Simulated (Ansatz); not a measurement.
## Si2H7F: geometry relaxation (part 2 of 2)

Si2H7F; RKS PBE0-D4/def2-TZVP (Ansatz 0.2.0). The geometry is a transition state displaced along its imaginary mode. The reaction was set up to form Si1–F7 and Si2–H6 and to break Si1–Si2 and H6–F7 (atoms counted from 1 in the order of the input); sticks are drawn by distance alone.

Geometry of the input (Å):
```
Si -0.9707  0.5789  -0.3809
Si 0.8750  -0.9679  0.1173
H  -1.3200  -0.5693  -1.2038
H  -2.0851  0.7699  0.5874
H  -0.7644  1.7287  -1.3040
H  0.5260  0.9624  0.8429
F  0.2440  1.6844  1.0280
H  2.1004  -0.9099  0.9956
H  0.0531  -2.1043  0.5898
H  1.3417  -1.1729  -1.2724
```

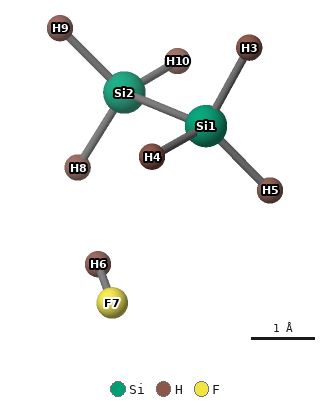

*The geometry at step 10 of the log (ball-and-stick view, seen at a tilt; atoms are numbered from 1 in the order of the input).*

Trajectory as extended XYZ, continued:
```
10
Properties=species:S:1:pos:R:3:forces:R:3 step=3 energy=-18577.77562
Si   -0.9587    0.4614   -0.4335   -0.3671  -0.5756  -0.5437
Si    0.8115   -1.0348    0.0404   -0.1553  -0.0079  -0.1090
H    -1.5319   -0.5809   -1.3590   -0.1014   0.1597   0.0112
H    -1.9860    0.6905    0.6114    0.1255  -0.0096   0.0014
H    -0.6733    1.6467   -1.2777    0.0606  -0.0554   0.0901
H     0.7143    1.1361    1.0760   -0.4996   1.1618   0.2252
F     0.2204    1.9541    1.1375    0.9206  -0.6891   0.3060
H     1.9555   -0.7541    0.9720   -0.1780   0.1726  -0.0347
H     0.0820   -2.2255    0.5453    0.1038  -0.0737   0.0172
H     1.3662   -1.2936   -1.3124    0.0911  -0.0829   0.0362
10
Properties=species:S:1:pos:R:3:forces:R:3 step=4 energy=-18578.06007
Si   -1.0076    0.3848   -0.5061   -0.3291  -0.3298  -0.3889
Si    0.7580   -1.0715   -0.0150    0.1713   0.0173   0.1272
H    -1.6746   -0.5736   -1.4536   -0.0904   0.2078   0.0424
H    -1.9512    0.6594    0.6075    0.1047  -0.0241  -0.0355
H    -0.6483    1.6074   -1.2687    0.0298  -0.0760   0.0724
H     0.8026    1.2393    1.1856   -0.2621   0.6975   0.1675
F     0.3269    2.0479    1.2616    0.5185  -0.5780   0.0703
H     1.8252   -0.6150    0.9535   -0.2273   0.0462  -0.1339
H     0.1404   -2.3068    0.5479    0.0956   0.0581  -0.0386
H     1.4286   -1.3720   -1.3129   -0.0108  -0.0191   0.1171
10
Properties=species:S:1:pos:R:3:forces:R:3 step=5 energy=-18578.17821
Si   -1.0705    0.3066   -0.5890   -0.0909   0.1083  -0.0097
Si    0.7440   -1.0600   -0.0190    0.0044  -0.1953  -0.0960
H    -1.8389   -0.5437   -1.5524    0.0362   0.1065   0.0792
H    -1.9237    0.6236    0.5901    0.0348  -0.0668  -0.1204
H    -0.6351    1.5607   -1.2645   -0.0543  -0.1311   0.0066
H     0.9012    1.2756    1.2729    0.0532   0.0584   0.0648
F     0.4147    2.0620    1.3288    0.1010  -0.0132   0.0646
H     1.7636   -0.5232    0.9572   -0.2451   0.0838  -0.1270
H     0.1830   -2.3145    0.5607    0.1181   0.0512   0.0143
H     1.4616   -1.3871   -1.2850    0.0427  -0.0017   0.1236
10
Properties=species:S:1:pos:R:3:forces:R:3 step=6 energy=-18578.23437
Si   -1.1099    0.2884   -0.6257   -0.0695  -0.0135  -0.0556
Si    0.7041   -1.0760   -0.0544    0.1349   0.0216   0.1027
H    -1.8976   -0.5331   -1.5879   -0.0548   0.0695  -0.0027
H    -1.9521    0.6065    0.5585    0.0455  -0.0530  -0.0598
H    -0.6664    1.5420   -1.2926   -0.0060  -0.0921   0.0150
H     1.0253    1.2801    1.3622    0.1364  -0.1841   0.0008
F     0.5105    2.0454    1.3859   -0.0789   0.1961   0.0445
H     1.6276   -0.3917    0.9296   -0.1095  -0.1185  -0.1345
H     0.2413   -2.3440    0.5830    0.0426   0.1174  -0.0160
H     1.5173   -1.4178   -1.2587   -0.0407   0.0568   0.1057
10
Properties=species:S:1:pos:R:3:forces:R:3 step=7 energy=-18578.23059 accepted=F
Si   -1.1383    0.2570   -0.6615   -0.0977  -0.0720  -0.0997
Si    0.6928   -1.0691   -0.0580    0.0084  -0.0650  -0.0255
H    -1.9586   -0.5290   -1.6288    0.0440   0.0242   0.0424
H    -1.9695    0.5636    0.5287    0.0168   0.0278   0.0068
H    -0.6800    1.5012   -1.3271    0.0037   0.0175   0.0284
H     1.0379    1.2668    1.3522   -0.5472   1.2053   0.2569
F     0.6359    2.1150    1.5179    0.5822  -1.2465  -0.2521
H     1.5889   -0.3661    0.9169   -0.0043   0.0464   0.0192
H     0.2594   -2.3312    0.5970   -0.0090   0.0287   0.0201
H     1.5315   -1.4083   -1.2373    0.0031   0.0337   0.0034
10
Properties=species:S:1:pos:R:3:forces:R:3 step=8 energy=-18578.24533
Si   -1.1351    0.2656   -0.6550   -0.0134   0.0090   0.0180
Si    0.6930   -1.0689   -0.0530    0.0762   0.0139   0.0545
H    -1.9349   -0.5381   -1.6207   -0.0116   0.0314  -0.0013
H    -1.9717    0.5808    0.5320    0.0209  -0.0218  -0.0413
H    -0.6818    1.5181   -1.3143   -0.0105  -0.0444   0.0075
H     1.1141    1.3174    1.3512   -0.1171   0.0962   0.0390
F     0.5468    2.0422    1.4763    0.1342  -0.1004  -0.0154
H     1.6086   -0.3883    0.9316   -0.0841  -0.0262  -0.0906
H     0.2374   -2.3292    0.5959    0.0284   0.0392  -0.0192
H     1.5236   -1.3997   -1.2441   -0.0230   0.0031   0.0490
10
Properties=species:S:1:pos:R:3:forces:R:3 step=9 energy=-18578.24259 accepted=F
Si   -1.1446    0.2573   -0.6636   -0.0080   0.0130  -0.0202
Si    0.6925   -1.0627   -0.0564    0.0091  -0.0121  -0.0048
H    -1.9572   -0.5300   -1.6308   -0.0006   0.0015   0.0042
H    -1.9735    0.5708    0.5272    0.0076  -0.0080  -0.0060
H    -0.6868    1.5090   -1.3179   -0.0047  -0.0192   0.0051
H     1.0618    1.2451    1.3937   -0.4292   0.8388   0.0536
F     0.6265    2.0810    1.4603    0.4476  -0.8424  -0.0479
H     1.5867   -0.3502    0.9189   -0.0276  -0.0201  -0.0170
H     0.2596   -2.3230    0.6041    0.0129   0.0281   0.0065
H     1.5351   -1.3972   -1.2356   -0.0070   0.0205   0.0264
10
Properties=species:S:1:pos:R:3:forces:R:3 step=10 energy=-18578.24937
Si   -1.1375    0.2577   -0.6597   -0.0098   0.0219   0.0088
Si    0.6930   -1.0727   -0.0563    0.0330   0.0000   0.0237
H    -1.9477   -0.5296   -1.6286   -0.0076   0.0100  -0.0035
H    -1.9672    0.5719    0.5317    0.0138  -0.0139  -0.0290
H    -0.6765    1.5108   -1.3116   -0.0107  -0.0324   0.0078
H     1.0829    1.3048    1.3495   -0.0396   0.0387   0.0309
F     0.5819    2.0715    1.4950    0.0617  -0.0524  -0.0126
H     1.5971   -0.3772    0.9232   -0.0488  -0.0055  -0.0489
H     0.2464   -2.3315    0.5988    0.0178   0.0263  -0.0057
H     1.5277   -1.4057   -1.2420   -0.0098   0.0072   0.0285
10
Properties=species:S:1:pos:R:3:forces:R:3 step=11 energy=-18578.25225
Si   -1.1472    0.2532   -0.6682   -0.0135  -0.0079  -0.0149
Si    0.6884   -1.0654   -0.0572    0.0095  -0.0041   0.0045
H    -1.9561   -0.5320   -1.6402   -0.0003   0.0042   0.0025
H    -1.9796    0.5616    0.5210    0.0029   0.0007  -0.0027
H    -0.6875    1.5061   -1.3176   -0.0024  -0.0032   0.0020
H     1.0806    1.2749    1.3742   -0.0064   0.0087   0.0088
F     0.6316    2.0763    1.4976    0.0188  -0.0108   0.0022
H     1.5826   -0.3546    0.9154   -0.0104   0.0051  -0.0064
H     0.2560   -2.3211    0.6099    0.0032   0.0054  -0.0005
H     1.5312   -1.3991   -1.2350   -0.0013   0.0019   0.0046
10
Properties=species:S:1:pos:R:3:forces:R:3 step=12 energy=-18578.25274
Si   -1.1524    0.2476   -0.6748   -0.0071  -0.0149  -0.0135
Si    0.6850   -1.0671   -0.0607    0.0077   0.0073   0.0088
H    -1.9610   -0.5370   -1.6472   -0.0015   0.0042   0.0020
H    -1.9845    0.5560    0.5144    0.0000   0.0026   0.0016
H    -0.6928    1.5010   -1.3227   -0.0006   0.0022   0.0000
H     1.0908    1.2825    1.3894   -0.0188   0.0267   0.0072
F     0.6527    2.0896    1.5167    0.0259  -0.0347  -0.0036
H     1.5749   -0.3500    0.9103   -0.0044   0.0067  -0.0003
H     0.2565   -2.3216    0.6105   -0.0007   0.0002  -0.0006
H     1.5308   -1.4012   -1.2359   -0.0006  -0.0003  -0.0015
10
Properties=species:S:1:pos:R:3:forces:R:3 step=13 energy=-18578.25289
Si   -1.1596    0.2423   -0.6831   -0.0072  -0.0106  -0.0111
Si    0.6831   -1.0605   -0.0597   -0.0101  -0.0064  -0.0099
H    -1.9676   -0.5425   -1.6555    0.0049  -0.0014   0.0045
H    -1.9922    0.5506    0.5057   -0.0038   0.0056   0.0075
H    -0.7017    1.4965   -1.3298    0.0016   0.0097  -0.0028
H     1.0829    1.2618    1.3896   -0.0399   0.1054   0.0221
F     0.6962    2.0933    1.5383    0.0439  -0.1047  -0.0193
H     1.5657   -0.3325    0.9086    0.0059   0.0030   0.0077
H     0.2605   -2.3135    0.6172   -0.0005  -0.0018   0.0037
H     1.5327   -1.3956   -1.2314    0.0051   0.0013  -0.0024
10
Properties=species:S:1:pos:R:3:forces:R:3 step=14 energy=-18578.25290
Si   -1.1618    0.2418   -0.6850    0.0039  -0.0017   0.0015
Si    0.6816   -1.0598   -0.0606   -0.0059   0.0050  -0.0021
H    -1.9688   -0.5453   -1.6562    0.0012  -0.0007   0.0017
H    -1.9940    0.5517    0.5038   -0.0030   0.0015   0.0017
H    -0.7047    1.4961   -1.3330   -0.0008   0.0028  -0.0035
H     1.1062    1.2679    1.4061   -0.0622   0.1076   0.0107
F     0.6863    2.0869    1.5315    0.0578  -0.1030  -0.0110
H     1.5638   -0.3317    0.9088    0.0041  -0.0080  -0.0001
H     0.2589   -2.3131    0.6163    0.0018  -0.0023   0.0010
H     1.5325   -1.3945   -1.2318    0.0032  -0.0012   0.0002
10
Properties=species:S:1:pos:R:3:forces:R:3 step=15 energy=-18578.25315
Si   -1.1609    0.2421   -0.6847   -0.0006   0.0018   0.0003
Si    0.6822   -1.0603   -0.0610    0.0024  -0.0015   0.0008
H    -1.9687   -0.5471   -1.6534    0.0002  -0.0005   0.0005
H    -1.9927    0.5549    0.5041    0.0007  -0.0003   0.0000
H    -0.7051    1.4956   -1.3358    0.0001  -0.0010  -0.0009
H     1.0975    1.2690    1.4007    0.0030  -0.0079  -0.0020
F     0.6896    2.0897    1.5378   -0.0036   0.0094   0.0027
H     1.5656   -0.3354    0.9097   -0.0007  -0.0002  -0.0001
H     0.2589   -2.3143    0.6145   -0.0006   0.0000  -0.0012
H     1.5336   -1.3942   -1.2321   -0.0009   0.0002  -0.0002
10
Properties=species:S:1:pos:R:3:forces:R:3 step=16 energy=-18578.25316
Si   -1.1609    0.2417   -0.6852    0.0006  -0.0006   0.0002
Si    0.6823   -1.0608   -0.0615   -0.0001   0.0007   0.0002
H    -1.9698   -0.5487   -1.6519   -0.0003   0.0000   0.0002
H    -1.9911    0.5563    0.5042    0.0003   0.0005  -0.0003
H    -0.7050    1.4939   -1.3386   -0.0003  -0.0002  -0.0002
H     1.0959    1.2702    1.4014   -0.0009   0.0018   0.0005
F     0.6916    2.0923    1.5417    0.0010  -0.0022  -0.0004
H     1.5647   -0.3360    0.9101   -0.0004  -0.0001  -0.0001
H     0.2585   -2.3153    0.6125    0.0001   0.0000  -0.0004
H     1.5339   -1.3936   -1.2328    0.0001   0.0001   0.0002
```

Results in brief:

```tsv
quantity	value
outcome	converged
total energy	−18578.2532 eV
mean-field energy	−18578.1154 eV
dispersion energy	−0.1378 eV
SCF solution under orbital rotations	stable
largest force (length of the vector) at the end	0.002 eV/Å
dipole moment	1.99 D
hardware	4 threads of Arm Neoverse V1, 23 GiB of memory available, shared host
wall time	24 s (CPU time 86 s)
peak memory	0.3 GiB
```
